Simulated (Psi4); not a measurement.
# U-r2SCAN/def2-SVPD run of GeH2ClO (SMILES [O][GeH2][Cl])

Aim: the vertical electron affinity of GeH2ClO at U-r2SCAN/def2-SVPD, from 2 runs. 

Program for the calculation: Psi4 1.11.

8 further runs of the same task are left out: 6 that didn't finish, 2 set aside as unsound or not needed.

### Step 1. Starting point

GeH2ClO: 5 atoms, total charge 0, spin state doublet. SMILES: `[O][GeH2][Cl]`. Geometry: relaxed at PBE0-D4/def2-TZVP.

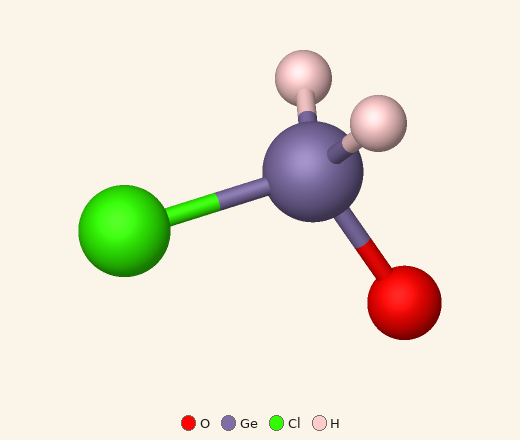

The structure, seen from a chosen angle (oxygen red, germanium purple, chlorine green, hydrogen pink).

### Step 2. A single-point energy at U-r2SCAN/def2-SVPD

The input, input.inp:

```
memory 2200 MB

molecule {
  0 2
  O     -0.272400    -0.591800     1.625500
  Ge     0.123700    -0.081200    -0.034500
  Cl    -1.347100     1.290100    -0.778900
  H      0.081000    -1.343800    -0.899000
  H      1.464600     0.653000     0.045400
  units angstrom
  symmetry c1
  no_reorient
  no_com
}

set {
  basis                def2-SVPD
  reference            uks
  puream               true
  e_convergence        1e-09
  d_convergence        1e-08
  scf_type             pk
  dft_radial_points    99
  dft_spherical_points 590
  maxiter              100
}

e_tot, wfn = energy('r2scan', return_wfn=True)
```

Started as:

```
psi4 -n 1 input.inp input.out
```

input.out (excerpt; [...] marks lines left out):

```text
[...]
  Running in c1 symmetry.
[...]
  Nuclear repulsion =  264.047620248749411
[...]
  Multiplicity = 2
[...]
  Nalpha       = 30
  Nbeta        = 29
[...]
    Number of basis functions: 104
[...]
   @UKS iter   1: -2611.18307333951998   -1.38269e+00   2.50454e-02 DIIS/ADIIS
[...]
   @UKS iter  16: -2613.07916908416382   -4.54747e-12   6.77646e-09 DIIS
[...]
   @S^2 Observed:                7.557092219E-01
[...]
    Orbital Energies [Eh]
    ---------------------
    Alpha Occupied:
       1A   -398.177353     2A   -101.184313     3A    -49.639757
       4A    -44.141723     5A    -44.141372     6A    -44.140857
       7A    -19.041392     8A     -9.382018     9A     -7.130977
      10A     -7.124043    11A     -7.123715    12A     -6.223701
      13A     -4.378788    14A     -4.377090    15A     -4.374347
      16A     -1.195017    17A     -1.190468    18A     -1.187710
      19A     -1.185974    20A     -1.185947    21A     -0.941071
      22A     -0.791076    23A     -0.538869    24A     -0.420174
      25A     -0.386611    26A     -0.378911    27A     -0.357526
      28A     -0.316099    29A     -0.306428    30A     -0.302295
    Alpha Virtual:
[...]
  @UKS Final Energy: -2613.07916908416382
   => Energetics <=
    Nuclear Repulsion Energy =            264.0476202487494106
    One-Electron Energy =               -4159.5701837332562718
    Two-Electron Energy =                1398.9561471435249587
    DFT Exchange-Correlation Energy =    -116.5127527431820766
    Empirical Dispersion Energy =           0.0000000000000000
    VV10 Nonlocal Energy =                  0.0000000000000000
    Total Energy =                      -2613.0791690841638228
[...]
 Multipole Moments:
 ------------------------------------------------------------------------------------
     Multipole            Electronic (a.u.)      Nuclear  (a.u.)        Total (a.u.)
 ------------------------------------------------------------------------------------
 L = 1.  Multiply by 2.5417464519 to convert [e a0] to [Debye]
 Dipole X            :         37.6965686          -36.9930897            0.7034790
 Dipole Y            :        -26.5298706           26.2824999           -0.2473706
 Dipole Z            :          3.6399342           -4.1477599           -0.5078257
 Magnitude           :                                                    0.9021983
[...]
```

Run time: 39 s. Hardware: 1 thread of Intel Xeon 6975P-C (Granite Rapids), shared host; peak memory 1.1 GiB.

### Step 3. The singlet anion: energy and gradient at r2SCAN/def2-SVPD

The input, clgeh2o.inp:

```
memory 2200 mb

molecule {
  -1 1
  O
  Ge 1 R2
  Cl 2 R3 1 A3
  H 2 R4 1 A4 3 D4
  H 2 R5 4 A5 1 D5

  R2 = 1.78135
  R3 = 2.144259
  A3 = 110.75046
  R4 = 1.530798
  A4 = 106.47798
  D4 = -117.40806
  R5 = 1.530832
  A5 = 116.71093
  D5 = 118.6805
  units angstrom
  symmetry c1
}

set basis def2-SVPD
set puream true
set e_convergence 1e-09
set d_convergence 1e-08
set scf_type pk
set dft_radial_points 99
set dft_spherical_points 590

E, wfn = gradient('r2scan', return_wfn=True)
oeprop(wfn, 'MULLIKEN_CHARGES', 'MAYER_INDICES', 'QUADRUPOLE')
print_variables()
```

Started as:

```
psi4 -n 1 clgeh2o.inp clgeh2o.out
```

clgeh2o.out (excerpt; [...] marks lines left out):

```text
[...]
  Running in c1 symmetry.
[...]
  Nuclear repulsion =  264.047633092731360
[...]
  Multiplicity = 1
[...]
  Nalpha       = 30
  Nbeta        = 30
[...]
    Number of basis functions: 104
[...]
   @RKS iter   1: -2611.47262982759139   -1.67225e+00   2.48692e-02 ADIIS/DIIS
[...]
   @RKS iter  14: -2613.18480010766370    1.81899e-12   3.60585e-09 DIIS
[...]
  @RKS Final Energy: -2613.18480010766370
   => Energetics <=
    Nuclear Repulsion Energy =            264.0476330927313597
    One-Electron Energy =               -4173.4535051411940003
    Two-Electron Energy =                1412.9829189317388227
    DFT Exchange-Correlation Energy =    -116.7618469909397021
    Empirical Dispersion Energy =           0.0000000000000000
    VV10 Nonlocal Energy =                  0.0000000000000000
    Total Energy =                      -2613.1848001076637047
[...]
  -Total Gradient:
     Atom            X                  Y                   Z
    ------   -----------------  -----------------  -----------------
       1        0.000002260975     0.002123104939    -0.043567797974
       2       -0.000013298405    -0.030179649477     0.092817817626
       3        0.000001738163     0.030694550829    -0.019342904005
       4        0.004142103049    -0.001543967982    -0.015007258544
       5       -0.004132749124    -0.001541234793    -0.015004690722
[...]
 Multipole Moments:
 ------------------------------------------------------------------------------------
     Multipole            Electronic (a.u.)      Nuclear  (a.u.)        Total (a.u.)
 ------------------------------------------------------------------------------------
 L = 1.  Multiply by 2.5417464519 to convert [e a0] to [Debye]
 Dipole X            :         -0.0001748            0.0001204           -0.0000544
 Dipole Y            :          1.4553219           -1.4541456            0.0011763
 Dipole Z            :          1.8756903            0.0403702            1.9160605
 Magnitude           :                                                    1.9160609
 L = 2.  Multiply by 1.3450342976 to convert [e a0^2] to [Debye ang]
 Quadrupole XX       :        -43.1100037           12.1299274          -30.9800764
 Quadrupole XY       :         -0.0000905           -0.0000368           -0.0001273
[...]
```

Run time: 29 s. Hardware: 1 thread of Intel Xeon 6975P-C (Granite Rapids), shared host; peak memory 1.1 GiB.

### Step 4. Outcome

Level: U-r2SCAN/def2-SVPD.

| quantity | value |
| --- | --- |
| doublet GeH2ClO: total energy | -2613.07917 Eh |
| doublet GeH2ClO: dipole moment | 2.29 D |
| doublet GeH2ClO: HOMO energy (highest over α and β) | -7.86 eV |
| doublet GeH2ClO: LUMO energy (lowest over α and β) | -5.85 eV |
| doublet GeH2ClO: ⟨S²⟩ | 0.756 |
| singlet anion: total energy | -2613.18480 Eh |
| singlet anion: HOMO energy | 0.21 eV |
| singlet anion: LUMO energy | 4.06 eV |
| singlet anion: HOMO–LUMO gap (to an unbound level, set by the basis) | 3.85 eV |
| singlet anion: largest force on an atom | 5.019 eV/Å |
| vertical electron affinity (to the singlet anion) | 2.874 eV |

**Reading.** At fixed nuclei the extra electron is bound by 2.87 eV (277 kJ/mol). Mulliken charges (singlet anion) run from -1.21 on O1 to +0.96 on Ge2; in a basis this large or diffuse they mean little. The HOMO (singlet anion) lies at positive energy, 0.21 eV, as semi-local functionals often give for anions; only total energies tell whether the electron is bound.
